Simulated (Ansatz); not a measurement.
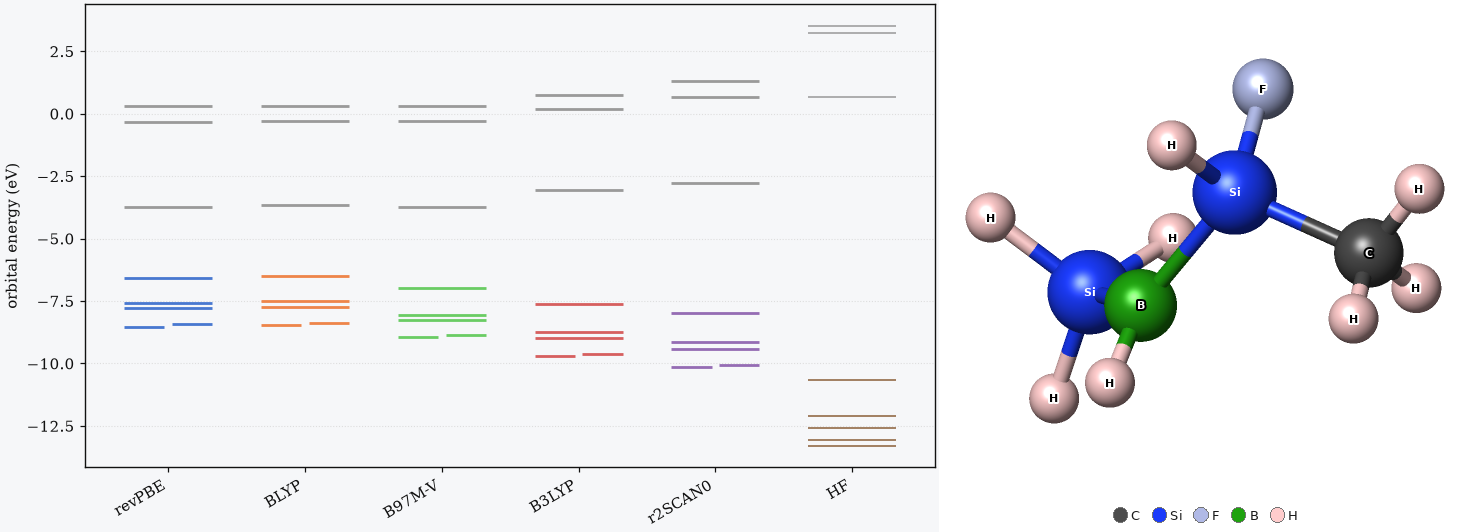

Frontier orbital energies of CH₈BFSi₂, SMILES C[Si@@H](F)B[SiH3] at one geometry, def2-TZVPP, the Ansatz code, at a PBE0-D4/def2-TZVP geometry (a minimum by its frequencies). Empty levels are grey, levels within 0.1 eV stand side by side; all columns show the same few orbitals around the gap.

Q: Compare the HOMO-LUMO separations.

A: The separation grows from 2.83 eV (revPBE) to 11.30 eV (HF).

```csv
level,HOMO (eV),LUMO (eV),separation (eV)
revPBE,−6.57,−3.74,2.83
BLYP,−6.50,−3.64,2.86
B97M-V,−6.99,−3.72,3.27
B3LYP,−7.63,−3.07,4.56
r2SCAN0,−7.98,−2.78,5.20
HF,−10.65,0.65,11.30
```

Limits of at least one run: empty levels above zero depend strongly on the basis; one conformer of a flexible molecule.
